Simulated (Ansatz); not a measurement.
**C2H8GaN (SMILES [CH3][Ga]([CH3])[NH2]) at HF/cc-pVDZ**

Aim: the vertical ionisation energy of C2H8GaN at HF/cc-pVDZ, from 2 runs. 

The calculation is run with Ansatz 0.2.0.

41 further runs of the same task are left out: 41 set aside as unsound or not needed.

## (1) Starting point

C2H8GaN has 12 atoms, charge 0, and is taken as a singlet. SMILES: `[CH3][Ga]([CH3])[NH2]`. Geometry: relaxed at PBE0-D4/def2-TZVP.

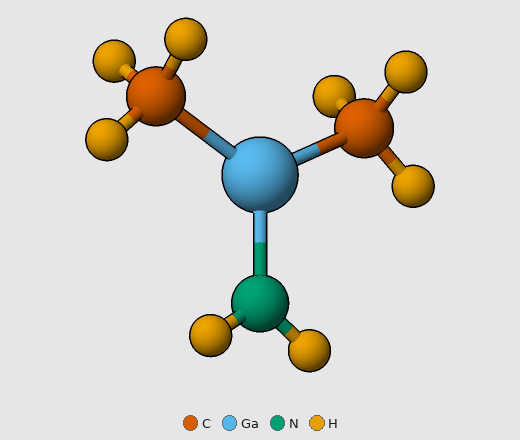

Viewed from a chosen angle; carbon orange, gallium blue, nitrogen teal, hydrogen amber.

## (2) The energy at HF/cc-pVDZ

Contents of molecule.yaml:

```yaml
basis:
  gaussian:
    orbitals: cc-pVDZ
crystal:
  periodic: [false, false, false]
  atoms:
    - symbol: C
      position_ang: [-0.496600, 1.795100, -0.383100]
    - symbol: Ga
      position_ang: [-0.078800, -0.097900, -0.052000]
    - symbol: C
      position_ang: [1.442300, -0.783000, 0.989400]
    - symbol: "N"
      position_ang: [-1.206800, -1.333200, -0.779100]
    - symbol: H
      position_ang: [-1.389900, 1.910300, -0.999000]
    - symbol: H
      position_ang: [-0.659300, 2.323300, 0.559900]
    - symbol: H
      position_ang: [0.336100, 2.290100, -0.889200]
    - symbol: H
      position_ang: [1.414300, -0.397200, 2.011600]
    - symbol: H
      position_ang: [1.443400, -1.873300, 1.034100]
    - symbol: H
      position_ang: [2.387700, -0.456700, 0.548400]
    - symbol: H
      position_ang: [-2.017200, -1.104900, -1.329400]
    - symbol: H
      position_ang: [-1.098200, -2.328000, -0.677500]
accuracy: high
magnetization:
  spin_polarized: false
output: {orbitals: {seedname: orbitals}}
hamiltonian:
  xc: hf
```

On the command line:

```console
ansatz run molecule.yaml --threads 1 --pin off --max-ram 3480MiB --events-out events.jsonl --progress --plain --runs-dir runs
```

What it wrote:

```text
Warning: RAYON_NUM_THREADS=1 ignored (pool sized by the plan → 1); use --threads N
Functional definition: HF
  name "HF"
  exchange = exact_x
  correlation = 0
2608 factors; integrals over basis functions are off by at most 4.7e-9 eV
mean field evaluation 1: about -55999.3420 eV, gradient 4.1e1 eV
mean field evaluation 2: about -55999.4201 eV, gradient 4.1e1 eV
mean field evaluation 4: about -56003.3690 eV, gradient 3.4e0 eV
mean field evaluation 8: about -56003.4156 eV, gradient 1.8e-4 eV
mean field -56003.41557609 eV, -2058.0875619427 hartree, gradient 3.4e-8 eV, S^2 0.000000; 0 other end points of the search recorded, 0 dependent functions left out
reference -56003.41557609 eV, -2058.0875619427 hartree; 29, 29 occupied and 80, 80 virtual orbitals, 2608 factors
Total energy: -56003.41557609 eV, -2058.0875619427 hartree
```

It took 6.9 s on 1 thread of Arm Neoverse V1, shared host; peak memory 0.39 GiB.

## (3) The doublet cation

Contents of input.yaml:

```yaml
crystal:
  periodic: [false, false, false]
  atoms:
    - {symbol: C, position_ang: [-0.496600, 1.795100, -0.383100]}
    - {symbol: Ga, position_ang: [-0.078800, -0.097900, -0.052000]}
    - {symbol: C, position_ang: [1.442300, -0.783000, 0.989400]}
    - {symbol: "N", position_ang: [-1.206800, -1.333200, -0.779100]}
    - {symbol: H, position_ang: [-1.389900, 1.910300, -0.999000]}
    - {symbol: H, position_ang: [-0.659300, 2.323300, 0.559900]}
    - {symbol: H, position_ang: [0.336100, 2.290100, -0.889200]}
    - {symbol: H, position_ang: [1.414300, -0.397200, 2.011600]}
    - {symbol: H, position_ang: [1.443400, -1.873300, 1.034100]}
    - {symbol: H, position_ang: [2.387700, -0.456700, 0.548400]}
    - {symbol: H, position_ang: [-2.017200, -1.104900, -1.329400]}
    - {symbol: H, position_ang: [-1.098200, -2.328000, -0.677500]}
basis:
  gaussian: {orbitals: cc-pVDZ}
total_charge: 1
magnetization: {spin_polarized: true, initial_magnetization: 1}
hamiltonian: {xc: hf}
accuracy: high
output: {orbitals: {seedname: orbitals}}
```

On the command line:

```console
ansatz run input.yaml --threads 1 --pin off --max-ram 3480MiB --events-out events.jsonl --progress --plain --runs-dir runs
```

What it wrote:

```text
Warning: RAYON_NUM_THREADS=1 ignored (pool sized by the plan → 1); use --threads N
Functional definition: HF
  name "HF"
  exchange = exact_x
  correlation = 0
2605 factors; integrals over basis functions are off by at most 4.7e-9 eV
mean field evaluation 1: about -55988.2769 eV, gradient 3.6e1 eV
mean field evaluation 2: about -55988.3611 eV, gradient 3.6e1 eV
mean field evaluation 4: about -55994.3221 eV, gradient 3.2e0 eV
mean field evaluation 8: about -55994.4467 eV, gradient 2.1e-1 eV
mean field evaluation 16: about -55994.4476 eV, gradient 1.6e-8 eV
mean field evaluation 32: about -55991.1876 eV, gradient 1.7e1 eV
mean field evaluation 64: about -55991.0628 eV, gradient 3.0e1 eV
mean field -55995.78218506 eV, -2057.8070399965 hartree, gradient 6.3e-8 eV, S^2 0.758334; 1 other end points of the search recorded, 0 dependent functions left out
reference -55995.78218506 eV, -2057.8070399965 hartree; 29, 28 occupied and 80, 81 virtual orbitals, 2605 factors
Total energy: -55995.78218506 eV, -2057.8070399965 hartree
```

It took 17 s on 1 thread of Arm Neoverse V1, shared host; peak memory 0.51 GiB.

## (4) Outcome

At HF/cc-pVDZ:

| quantity | value |
| --- | --- |
| singlet C2H8GaN: total energy | -2058.08756 Eh |
| singlet C2H8GaN: HOMO energy | -10.19 eV |
| singlet C2H8GaN: LUMO energy | 3.18 eV |
| singlet C2H8GaN: HOMO–LUMO gap | 13.37 eV |
| doublet cation: total energy | -2057.80704 Eh |
| doublet cation: HOMO energy (highest over α and β) | -15.19 eV |
| doublet cation: LUMO energy (lowest over α and β) | -5.89 eV |
| doublet cation: ⟨S²⟩ | 0.758 |
| vertical ionisation energy (to the doublet cation) | 7.633 eV |

In words: Removing an electron at fixed nuclei costs 7.63 eV (737 kJ/mol). The negative HOMO energy of the first species, 10.19 eV, lies 2.56 eV above that difference.
